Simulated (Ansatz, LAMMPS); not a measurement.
## Amorphous 63GeO2-24PbO-13Al2O3 (mol %) (115 atoms): a single point

Aim: energy, forces, charges and density of states of amorphous 63GeO2-24PbO-13Al2O3 (mol %) (115 atoms) at a fixed geometry.

Program: Ansatz 0.2.0. Level of theory: Kohn-Sham DFT, PBE, PAW (set soft_2), plane waves. Results are calculated unless marked as measured.

## 1. The structure

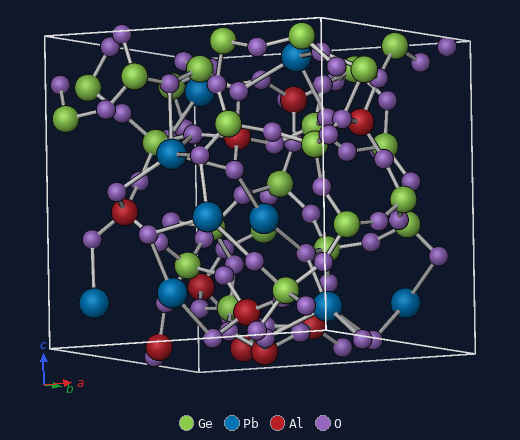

Start, viewed slightly off an axis; germanium green, lead blue, aluminium red, oxygen purple. Bonds to atoms that aren't drawn are left out. Some periodic images of atoms are drawn too.

The cell holds 115 atoms: 24 Ge, 9 Pb, 10 Al and 72 O. Its edges and angles: a = 12.073 Å, b = 12.073 Å, c = 12.073 Å, α = 90.0°, β = 90.0°, γ = 90.0°. 115 atoms (24 Ge, 9 Sr, 10 Al, 72 O) placed at random at 3.86 g/cm³, melted at 5000 K for 10 ps at fixed volume with the Morse and Coulomb pair potential with partial charges (Pedone, Malavasi, Menziani, Cormack and Segre, J. Phys. Chem. B 110, 11780 (2006)). Quenched from 5000 K to 300 K at 300 K/ps and fixed volume, held 10 ps at zero pressure, then minimised at fixed cell. Then Sr was replaced by Pb and the cell scaled by 1.008 (the potential has no terms for the new elements, so the cell is a start for a DFT relaxation).

Before any run, some limits are plain. The quench rate of 300 K/ps is many orders above laboratory rates, so the cell is likely richer in defects and strain than a real sample. The network of bonds at the start is that of the classical potential that made the cell, and needn't be the one that DFT or experiment would give. The Brillouin zone is sampled at Γ only, in a cell whose shortest periodic width is 12 Å. Spin–orbit coupling is left out, which matters for the levels of the heavy elements.

## 2. Making the structure

A classical potential makes the cell, at a small fraction of what the same run would cost in DFT.

This step: classical MD, Morse and Coulomb pair potential with partial charges (Pedone, Malavasi, Menziani, Cormack and Segre, J. Phys. Chem. B 110, 11780 (2006)) (LAMMPS 22 Jul 2025 - Update 4).

in.lmp reads:

```
# melt-quench of Ge24Sr9Al10O72
units metal
atom_style charge
boundary p p p
region box block 0 11.9397 0 11.9397 0 11.9397
create_box 4 box
mass 1 72.6300   # Ge
mass 2 87.6200   # Sr
mass 3 26.9815   # Al
mass 4 15.9990   # O
create_atoms 1 random 24 562564 NULL overlap 1.5 maxtry 2000
create_atoms 2 random 9 562571 NULL overlap 1.5 maxtry 2000
create_atoms 3 random 10 562578 NULL overlap 1.5 maxtry 2000
create_atoms 4 random 72 562585 NULL overlap 1.5 maxtry 2000
pair_style hybrid/overlay pedone 5.5 coul/long 8.0
pair_coeff * * coul/long
pair_coeff 1 4 pedone 0.158118 2.294230 2.261313 5   # Ge-O
pair_coeff 2 4 pedone 0.019623 1.886000 3.328330 3   # Sr-O
pair_coeff 3 4 pedone 0.361581 1.900442 2.164818 0.9   # Al-O
pair_coeff 4 4 pedone 0.042395 1.379316 3.618701 22   # O-O
set type 1 charge 2.4
set type 2 charge 1.2
set type 3 charge 1.8
set type 4 charge -1.2
kspace_style pppm 1.0e-4
neigh_modify delay 0 every 1 check yes
thermo_style custom step time temp pe press density
thermo_modify norm yes
timestep 0.002
thermo 100
min_style cg
minimize 1e-4 1e-4 200 2000
reset_timestep 0
velocity all create 5000 562565 mom yes dist gaussian
# [... 14 lines left out ...]
thermo 1666
fix md all npt temp 300 300 0.2 iso 0 0 2
run 5000 post no
unfix md
thermo 100
min_style cg
minimize 0 1e-3 2000 20000
write_dump all custom glass.dump id type xs ys zs modify sort id
```

On the command line:

```bash
$ lmp -in in.lmp -log none -nocite
```

Numbers of over 12 decimals in the logs are rounded to 6 here.

Output:

```text
LAMMPS (22 Jul 2025 - Update 4)
Created orthogonal box = (0 0 0) to (11.9397 11.9397 11.9397)
Created 24 atoms
Created 9 atoms
Created 10 atoms
Created 72 atoms
PPPM initialization ...
  G vector (1/distance) = 0.37393042
  grid = 12 12 12
  estimated relative force accuracy = 8.4227747e-05
   Step          Time           Temp          PotEng         Press         Density
         0   0              0             -2.3138925      624661.21      3.8569526
        88   0.176          0             -14.215104      14813.23       3.8569526
Loop time of 0.210086 s on 1 MPI rank(s) for 88 steps with 115 atoms
Minimization stats:
  Stopping criterion = energy tolerance
[... 37 lines left out ...]
     18326   36.652         291.22311     -14.288298      859.4363       3.8760218
     18833   37.666         311.98913     -14.290934     -2814.1971      3.8205937
Loop time of 5.63587 s on 1 MPI rank(s) for 5000 steps with 115 atoms
   Step          Time           Temp          PotEng         Press         Density
     18833   37.666         311.98913     -14.290933     -2813.9317      3.8205937
     18849   37.698         311.98913     -14.328552     -3166.4896      3.8205937
Loop time of 0.0574031 s on 1 MPI rank(s) for 16 steps with 115 atoms
Minimization stats:
  Stopping criterion = linesearch alpha is zero
  Energy initial, next-to-last, final =
     -14.2909332035038  -14.3285516630816  -14.3285516630816
  Force two-norm initial, final = 13.764815 0.69420396
  Iterations, force evaluations = 16 65
```

Elapsed: 18 s, on 1 thread of Intel Xeon Platinum 8259CL at 2.50GHz (Skylake/Cascade Lake), shared host; peak memory 0.079 GiB.

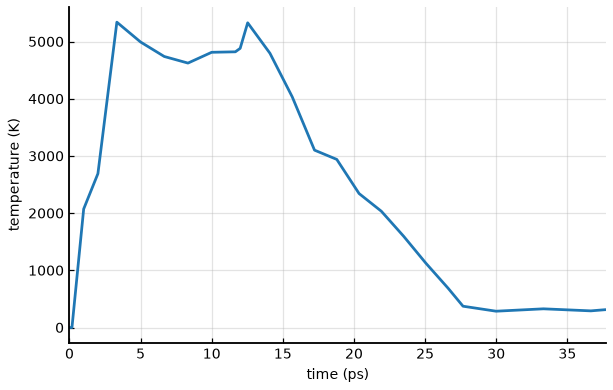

Temperature, plotted against time.

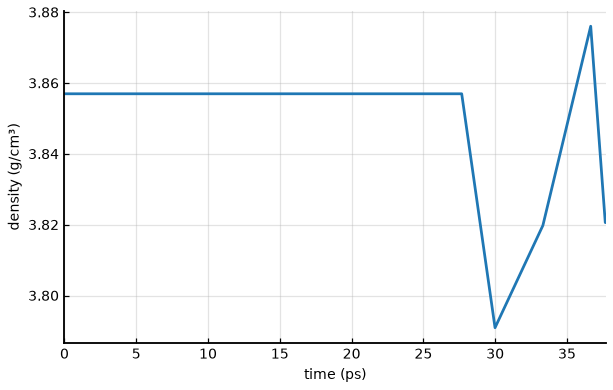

Density, plotted against time.

## 3. Plane-wave single point

One self-consistent run at the given positions yields energy and forces.

input.yaml reads:

```yaml
crystal:
  lattice:
    - [12.07328, 0.0, 0.0]
    - [0.0, 12.07328, 0.0]
    - [0.0, 0.0, 12.07328]
  atoms:
    - { symbol: Ge, position: [0.26269, 0.96152, 0.43824] }
    - { symbol: Ge, position: [0.27053, 0.71624, 0.16792] }
    - { symbol: Ge, position: [0.30111, 0.03937, 0.85618] }
    - { symbol: Ge, position: [0.59757, 0.76194, 0.34096] }
    - { symbol: Ge, position: [0.74426, 0.20896, 0.1583] }
    - { symbol: Ge, position: [0.00892, 0.83064, 0.90222] }
    - { symbol: Ge, position: [0.63153, 0.05052, 0.6864] }
    - { symbol: Ge, position: [0.30713, 0.36541, 0.27569] }
    - { symbol: Ge, position: [0.42453, 0.77577, 0.56103] }
    - { symbol: Ge, position: [0.92358, 0.29291, 0.36606] }
    - { symbol: Ge, position: [0.78616, 0.81235, 0.6626] }
    - { symbol: Ge, position: [0.05478, 0.0305, 0.73395] }
    - { symbol: Ge, position: [0.70901, 0.76115, 0.90946] }
    - { symbol: Ge, position: [0.86686, 0.19192, 0.61743] }
    - { symbol: Ge, position: [0.26912, 0.60396, 0.41894] }
    - { symbol: Ge, position: [0.88685, 0.07938, 0.95454] }
    - { symbol: Ge, position: [0.87302, 0.79336, 0.40608] }
    - { symbol: Ge, position: [0.65825, 0.58039, 0.71807] }
    - { symbol: Ge, position: [0.96978, 0.54992, 0.95286] }
    - { symbol: Ge, position: [0.99267, 0.54798, 0.46027] }
    - { symbol: Ge, position: [0.99776, 0.28962, 0.85665] }
    - { symbol: Ge, position: [0.1925, 0.37723, 0.67583] }
    - { symbol: Ge, position: [0.61798, 0.05037, 0.9523] }
    - { symbol: Ge, position: [0.397, 0.30086, 0.89476] }
    - { symbol: Pb, position: [0.53968, 0.45091, 0.41864] }
    - { symbol: Pb, position: [0.22009, 0.62814, 0.85723] }
    - { symbol: Pb, position: [0.70566, 0.37711, 0.92104] }
    - { symbol: Pb, position: [0.0688, 0.17646, 0.15494] }
    - { symbol: Pb, position: [0.56365, 0.02861, 0.39073] }
    - { symbol: Pb, position: [0.69498, 0.57903, 0.1382] }
    - { symbol: Pb, position: [0.36455, 0.16321, 0.61303] }
    - { symbol: Pb, position: [0.79064, 0.92748, 0.16934] }
    - { symbol: Pb, position: [0.38949, 0.10595, 0.16332] }
    - { symbol: Al, position: [0.2059, 0.91986, 0.05846] }
    - { symbol: Al, position: [0.16551, 0.21107, 0.44251] }
    - { symbol: Al, position: [0.4904, 0.85346, 0.10866] }
    - { symbol: Al, position: [0.08206, 0.8721, 0.2586] }
    - { symbol: Al, position: [0.89714, 0.44728, 0.7057] }
    - { symbol: Al, position: [0.52219, 0.35879, 0.11277] }
    - { symbol: Al, position: [0.17952, 0.40131, 0.02467] }
    - { symbol: Al, position: [0.46397, 0.80437, 0.82931] }
    - { symbol: Al, position: [0.48126, 0.38875, 0.679] }
    - { symbol: Al, position: [0.44864, 0.60952, 0.01043] }
    - { symbol: O, position: [0.86004, 0.24663, 0.48615] }
    - { symbol: O, position: [0.35558, 0.17247, 0.84012] }
    - { symbol: O, position: [0.86591, 0.11697, 0.09566] }
    - { symbol: O, position: [0.52602, 0.79322, 0.46024] }
    - { symbol: O, position: [0.9154, 0.65762, 0.40742] }
    - { symbol: O, position: [0.54583, 0.51711, 0.66093] }
    - { symbol: O, position: [0.32759, 0.87959, 0.53673] }
    - { symbol: O, position: [0.75587, 0.76825, 0.04093] }
    - { symbol: O, position: [0.66177, 0.3378, 0.14858] }
    - { symbol: O, position: [0.41538, 0.67827, 0.88692] }
    - { symbol: O, position: [0.11601, 0.29573, 0.7684] }
    - { symbol: O, position: [0.68596, 0.11035, 0.2475] }
    - { symbol: O, position: [0.85066, 0.52108, 0.0195] }
    - { symbol: O, position: [0.44394, 0.35433, 0.23484] }
    - { symbol: O, position: [0.52051, 0.71772, 0.07545] }
    - { symbol: O, position: [0.30905, 0.47363, 0.36973] }
    - { symbol: O, position: [0.55133, 0.85498, 0.24194] }
    - { symbol: O, position: [0.6608, 0.6337, 0.85391] }
    - { symbol: O, position: [0.80904, 0.79202, 0.80598] }
    - { symbol: O, position: [0.30372, 0.68422, 0.30259] }
    - { symbol: O, position: [0.09817, 0.51907, 0.00677] }
    - { symbol: O, position: [0.74107, 0.14209, 0.66122] }
    - { symbol: O, position: [0.16376, 0.51177, 0.69892] }
    - { symbol: O, position: [0.33522, 0.36448, 0.69327] }
    - { symbol: O, position: [0.51101, 0.31078, 0.56486] }
    - { symbol: O, position: [0.20742, 0.08232, 0.49503] }
    - { symbol: O, position: [0.84862, 0.2719, 0.24783] }
    - { symbol: O, position: [0.87039, 0.23848, 0.91586] }
    - { symbol: O, position: [0.94548, 0.8653, 0.30554] }
    - { symbol: O, position: [0.70279, 0.92714, 0.6655] }
    - { symbol: O, position: [0.96176, 0.45004, 0.84278] }
    - { symbol: O, position: [0.12953, 0.58954, 0.44366] }
    - { symbol: O, position: [0.98746, 0.68737, 0.90937] }
    - { symbol: O, position: [0.6606, 0.1656, 0.0314] }
    - { symbol: O, position: [0.01983, 0.89486, 0.77028] }
    [... 31 atom lines left out ...]
    - { symbol: O, position: [0.75914, 0.47799, 0.73043] }
    - { symbol: O, position: [0.59597, 0.62347, 0.3171] }
    - { symbol: O, position: [0.94946, 0.93742, 0.98091] }
    - { symbol: O, position: [0.99816, 0.10238, 0.85137] }
    - { symbol: O, position: [0.14746, 0.84034, 0.95253] }
    - { symbol: O, position: [0.47712, 0.77612, 0.69024] }
kpoints:
  mp_grid: { grid: [1, 1, 1] }
hamiltonian:
  xc: pbe
scf:
  occupations: { method: fermi_dirac, width: 0.025 }
output:
  forces: true
  stress: true
  populations: true
  dos:
    method: { smearing: { sigma: 0.08 } }
    de: 0.1
    projected: { site_lists: { Al: [Al], Ge: [Ge], O: [O], Pb: [Pb] } }
  eigenvalues: true
  write_density: true
  write_potential: true
  volumetric_format: npy
```

On the command line:

```bash
$ ansatz run input.yaml --threads 8 --pin off --max-ram 15872MiB --backend cpu --events-out ev --progress --plain --runs-dir out
```

Output:

```text
Engine: ansatz 0.2.0, x86_64-unknown-linux-gnu
Pseudopotentials: kind: paw
Pseudopotential: Ge, paw, valence charge 14, recommended cutoff 420 eV (normal), Ge.paw.azcp
Pseudopotential: Pb, paw, valence charge 14, recommended cutoff 420 eV (normal), Pb.paw.azcp
Pseudopotential: Al, paw, valence charge 3, recommended cutoff 420 eV (normal), Al.paw.azcp
Pseudopotential: O, paw, valence charge 6, recommended cutoff 420 eV (normal), O.paw.azcp
[... 5 lines on functional and potentials left out ...]
Crystal: 115 atoms, lattice volume = 1759.851 Å³
Basis set: ecut = 420 eV, 34457 PW (Γ), exchange–correlation on 162×162×162 points (8 copies of the dense FFT grid, shifted against one another)
Bands: 577, of which v1, the nominal top of the filled ones, is band 462 counted from 1 (461 counted from 0)
Symmetry: 1 space group operations
Space group: P1 (ITA 1), of the structure as read, at distance tolerance 1.2e-4 Å
k-points: 1
[... 9 lines on functional and potentials left out ...]
Initial density: superposition of atomic densities (neutral atoms: chi_scale 0, normalization atom), corrected by the library's trained network
Initial wavefunctions: pseudopotential atomic-orbital guess
Functional: x = pbe(κ = 0.804, μ = 0.219515), c = pbe(β = 0.066725)
SCF iter   1: F=—  HF=-256483.518860 eV  |F-HF|=—  |Δ(HF+E_count)|=         —  Δρ=2.68e-3  dr2=1.69e-1  ethr=1.77e-3  ⟨swp⟩=6.0  Hψ=2340  notcnv=0  defer=19
preconditioner: auto → Resta (q_TF=auto, 2.451 Å⁻¹)  ε∞=3.0  [insulator: Δε(μ)=1.905 eV  Ē_g=18.997 eV  σ=0.025 eV  W_gap=1.00  n_scr=460 (ndim 8)  ℏωp=26.9 eV  f_vac=0.171  D(μ)=0.00/eV (n_scr^D=0)  ε∞_Penn≈3.0]
SCF iter   2: F=—  HF=-256483.513215 eV  |F-HF|=—  |Δ(HF+E_count)|=   5.65e-3  Δρ=1.49e-3  dr2=3.60e-2  ethr=1.83e-5  ⟨swp⟩=2.0  Hψ=1012  notcnv=0  defer=109
SCF iter   3: F=—  HF=-256483.513106 eV  |F-HF|=—  |Δ(HF+E_count)|=   1.09e-4  Δρ=7.04e-4  dr2=1.14e-2  ethr=3.90e-6  ⟨swp⟩=2.0  Hψ=769  notcnv=0  defer=109
SCF iter   4: F=—  HF=-256483.512737 eV  |F-HF|=—  |Δ(HF+E_count)|=   3.68e-4  Δρ=2.53e-4  dr2=1.16e-3  ethr=1.23e-6  ⟨swp⟩=2.0  Hψ=764  notcnv=0  defer=109
SCF iter   5: F=—  HF=-256483.512824 eV  |F-HF|=—  |Δ(HF+E_count)|=   8.72e-5  Δρ=1.44e-4  dr2=3.75e-4  ethr=1.25e-7  ⟨swp⟩=2.0  Hψ=787  notcnv=0  defer=109
SCF iter   6: F=—  HF=-256483.512844 eV  |F-HF|=—  |Δ(HF+E_count)|=   1.96e-5  Δρ=4.32e-5  dr2=3.53e-5  ethr=4.06e-8  ⟨swp⟩=2.0  Hψ=741  notcnv=0  defer=109
SCF iter   7: F=—  HF=-256483.516818 eV  |F-HF|=—  |Δ(HF+E_count)|=   3.97e-3  Δρ=2.89e-5  dr2=1.41e-5  ethr=3.82e-9  ⟨swp⟩=2.0  Hψ=1014  notcnv=0  defer=109
SCF iter   8: F=—  HF=-256483.516820 eV  |F-HF|=—  |Δ(HF+E_count)|=   1.57e-6  Δρ=9.22e-6  dr2=1.60e-6  ethr=1.53e-9  ⟨swp⟩=2.0  Hψ=763  notcnv=0  defer=109
SCF iter   9: F=—  HF=-256483.516821 eV  |F-HF|=—  |Δ(HF+E_count)|=   1.02e-6  Δρ=5.38e-6  dr2=5.03e-7  ethr=1.73e-10  ⟨swp⟩=2.0  Hψ=897  notcnv=0  defer=109
SCF iter  10: F=-256483.516821 eV  HF=-256483.516821 eV  |F-HF|=2.96e-8  |Δ(HF+E_count)|=   1.18e-7  Δρ=1.67e-6  dr2=5.13e-8  ethr=1.08e-11  ⟨swp⟩=15.0  Hψ=4973  notcnv=0
SCF 1 converged in 10 iterations: F = -256483.516821 eV  dr2 = 5.13e-8
  greatest PAW one-centre occupation: 0.999 electrons in one spin orbital (limit 2), on the Ge atom at site 15 (counted from 0), in its partial waves of l = 2
SCF converged after 10 iterations
Free energy (F): -256483.516821 eV
Harris-Foulkes:  -256483.516821 eV  (|F-HF|=2.96e-8)
Internal energy: -256483.516821 eV  (E = F + TS)
E sigma→0 (E₀):  -256483.516821 eV
Fermi energy:    5.922534 eV
--- Per-component energies (eV) ---
  E_band       = -6915.229682
  E_kinetic    = 18173.057933
  E_local      = -123420.690855  (includes V_loc(G=0)·N_el)
  E_nonlocal   = 16951.015921
  E_hartree    = 52266.523523
  E_xc         = -9483.487289
  E_vxc        = -9778.515935  (∫ρ·V_xc dr)
  E_paw        = -158344.927186  (= ΣΔE_a)
  E_vpaw       = -13373.326174  (= ΣTr[D̂ρ^β])
  E_aug_tail   = 0.187130  (compensation charges beyond the density's cutoff)
  E_ewald      = -52625.195998
  E_smearing   = -0.000000  (= −TS)
  E_closure    = 0.000000  (closes the sum)
  Σ components = -256483.516821   (vs F -256483.516821, Δ=0.00e0)
--- Forces (eV/Å), atoms counted from 1 ---
  atom   1  Ge    -0.41668021    -0.69088316    -0.79034415
  atom   2  Ge    -0.49904371    -0.25251678     0.38112759
  atom   3  Ge    -0.06880276    -0.74119684     0.52690014
  atom   4  Ge    -0.61159129    -1.13528808     0.12333046
  atom   5  Ge    -1.06696736    -0.81644885    -0.21706253
  atom   6  Ge     0.64606027     1.29021292     0.32815710
  atom   7  Ge     1.59088525    -0.82989247     0.20749816
  atom   8  Ge    -1.24263483     0.13227481    -0.70680284
  atom   9  Ge    -0.50408864     0.53916596    -0.43313135
  atom  10  Ge     0.34076075     0.15863413     0.96865630
  atom  11  Ge    -1.18729570    -0.55406816     0.97175598
  atom  12  Ge    -1.02335674     0.07939534     1.96972645
  atom  13  Ge    -0.31607136     0.18421956    -1.53303951
  atom  14  Ge     0.37412527    -0.17634561     0.68859738
[...]
atom 114  O      0.27056210    -0.60565605    -0.31794896
  atom 115  O      0.22243716    -0.34775135    -0.50067916
  max |Σ_I F_I| component: 9.04e-5 eV/Å
--- Stress (GPa, compression-positive) ---
        3.412177      -0.828483       0.139421
       -0.828484       2.746676       0.374355
        0.139424       0.374351       3.899968
  P = ⅓ Tr σ = 3.3529 GPa (33.529 kbar)
--- Band table (eV) ---
  k-point 0: bands = ["-20.1672", "-20.1559", "-20.0667", "-19.9572", [... 561 levels ...], "14.0191", "14.0594", "14.0718", "14.1071", "14.1594", "14.1814", "14.2282", "14.2609", "14.2882", "14.2901", "14.3197", "14.4128"]
--- Löwdin populations: 115 sites ---
  site symbol       q [e]
     0     Ge     12.4225
     1     Ge     12.3924
     2     Ge     12.4060
[...]
114      O      6.7870
  spilling = 0.005225 (of n_electrons = 924.000000)
```

Wall time 37 s (8 threads of Intel Xeon Platinum 8259CL at 2.50GHz (Skylake/Cascade Lake), shared host); peak memory 2.9 GiB; 4.3 min of CPU time.

Read from the output:

* free energy: -256483.5168 eV
* free energy per atom: -2230.2915 eV/atom
* SCF cycles: 10
* pressure: 3.353 GPa
* r.m.s. force component: 0.7984 eV/Å
* longest force: 2.998 eV/Å
* Fermi energy: 5.923 eV
* gap (highest filled to lowest empty level): 1.628 eV
* spilling of the projection: 0.005225

Length of the force by element:

```tsv
element	coordination	atoms	mean length of the force (eV/Å)	spread	least	most
Al	all	10	1.11	0.455	0.333	1.85
Ge	all	24	1.32	0.473	0.416	2.22
O	all	72	1.39	0.454	0.397	3.00
Pb	all	9	0.665	0.198	0.307	0.917
```

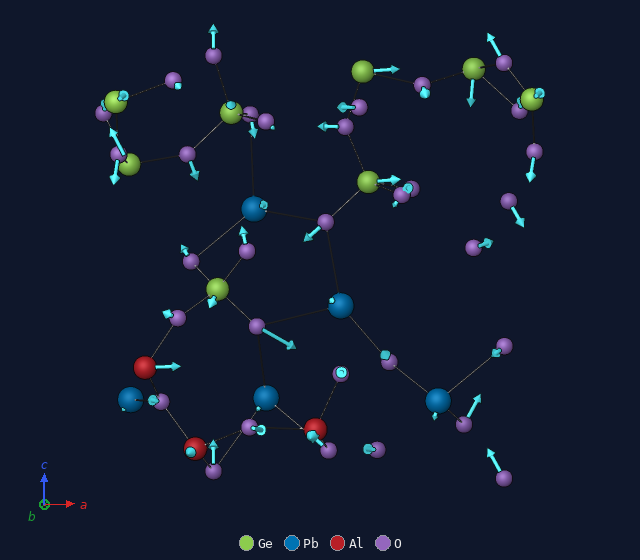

Forces as arrows; the longest in the cell is 3.00 eV/Å. Drawn is a slice 4 Å thick, seen along the normal of the ac plane. Bonds to atoms that aren't drawn are left out.

Löwdin charges by element (they lack the spilled electrons, 0.042 e an atom on average):

```tsv
element	coordination	atoms	mean charge (e)	spread	least	most
Al	all	10	1.30	0.0287	1.25	1.35
Ge	all	24	1.59	0.0453	1.50	1.66
O	all	72	-0.782	0.0327	-0.878	-0.706
Pb	all	9	1.11	0.0258	1.06	1.16
```

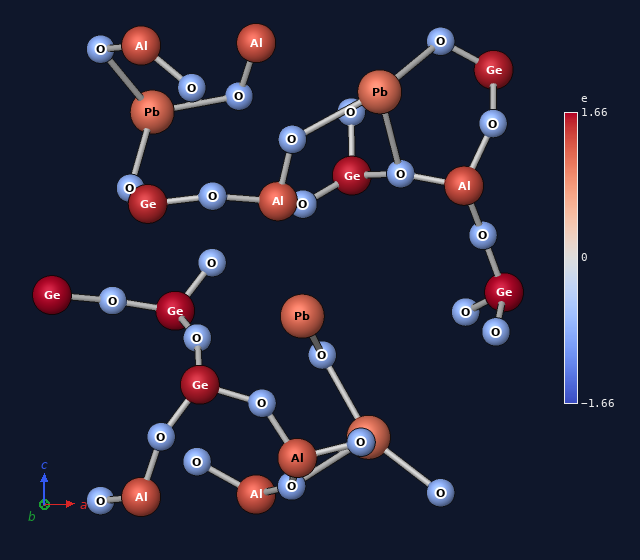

Atoms coloured by Löwdin charge. Drawn is a slice 4 Å thick, seen along the normal of the ac plane.

(Part 1 of 2 ends here.)

[Logs are printed without paths, hosts, clocks, repeated set-up lines and the standing remarks that a program may print on its own settings, such as how far it seeks lower states.]

[Hosts, paths, dates, database ids (printed as entryN), source tags and the programs' standing remarks are cut or masked in the printed files.]
